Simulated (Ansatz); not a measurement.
Two G0W0 runs on SnWO4 (Pnna).

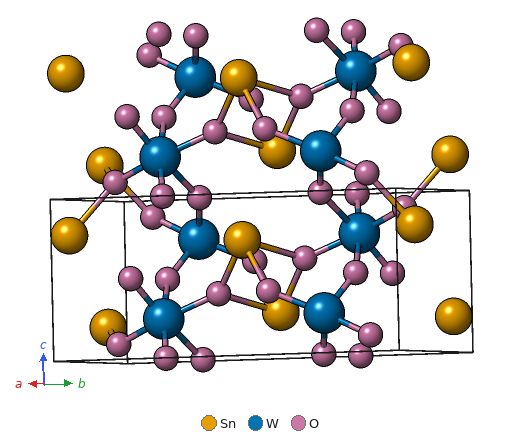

The structure (tin orange, tungsten blue, oxygen pink). Bonds to atoms that aren't drawn are left out. 1×1×2 cells are drawn. Some periodic images of atoms are drawn too.

It takes space group Pnna (No. 52, orthorhombic). The conventional cell has a = 5.627 Å, b = 11.649 Å, c = 4.997 Å, α = 90.00°, β = 90.00°, γ = 90.00°. Sn has 4 O at 2.18 to 2.39 Å nearest. W has 6 O at 1.80 to 2.14 Å nearest. Nearest to O lie 2 W at 1.80 to 2.14 Å. O has 1 W at 1.89 Å and 2 Sn at 2.18 to 2.39 Å nearest. Farther neighbours and most contacts between anions are not listed.

```xyz
24
Lattice="5.6270 0.0000 0.0000 0.0000 11.6486 0.0000 0.0000 0.0000 4.9973" Properties=species:S:1:pos:R:3 pbc="T T T"
Sn    1.4067    0.0000    1.0974
Sn    1.4067    5.8243    1.4012
Sn    4.2203    0.0000    3.8999
Sn    4.2203    5.8243    3.5961
W     3.7571    2.9122    1.2493
W     4.6834    8.7364    1.2493
W     1.8699    8.7364    3.7480
W     0.9436    2.9122    3.7480
O     2.1186    3.4794    4.9913
O     0.6949    8.1692    4.9913
O     2.1186    2.3449    2.5046
O     0.6949    9.3037    2.5046
O     3.5084    8.1692    0.0060
O     4.9321    3.4794    0.0060
O     3.5084    9.3037    2.4927
O     4.9321    2.3449    2.4927
O     0.5734    4.6140    3.0169
O     2.2401    7.0346    3.0169
O     0.5734    1.2103    4.4791
O     2.2401   10.4383    4.4791
O     5.0536    7.0346    1.9804
O     3.3869    4.6140    1.9804
O     5.0536   10.4383    0.5182
O     3.3869    1.2103    0.5182
```

The cell and positions come from the Crystallography Open Database and are kept as given unless a step says otherwise. Spin-orbit coupling is left out unless a run names it.

The first (Ansatz 0.2.0; start LDA, 4×2×4 mesh, 743 empty bands, screening to 100 eV, hard PAW files; 1 × NVIDIA GB200 with 16 threads of Arm Neoverse V2, shared host) gave, on its mesh: starting gap 1.36 eV, G0W0 gap 2.51 eV, RPA ε∞ (mean) 6.92, 2.1 min.

The second gave: starting gap 1.36 eV, G0W0 gap 2.50 eV, RPA ε∞ (mean) 6.87, 4.6 min.

What was changed in the input? Choose among start, files, mesh, bands and cutoff, frequency model or another key.

Changed: empty bands from 743 to 1505 and screening cutoff (eV) from 100.0 to 160.0. The starting gap stayed, which rules out the functional and points to the GW step. Other changes could give like numbers; this is the one that was made.

Limits: not at the basis limit; no spin-orbit coupling.

[Paths, hosts, dates, memory and timing lines, banners, echoed tables and standing remarks are left out of the program output.]

[Logs are printed without paths, hosts, clocks, repeated set-up lines and the standing remarks that a program may print on its own settings, such as how far it seeks lower states.]

[Runs of the session that timed out or met a known fault of the program may be left out.]

[Cells called generated may have been cut or substituted from an entry of the Crystallography Open Database or the Materials Project.]

[Hosts, paths, dates, database ids (printed as entryN), source tags and the programs' standing remarks are cut or masked in the printed files.]
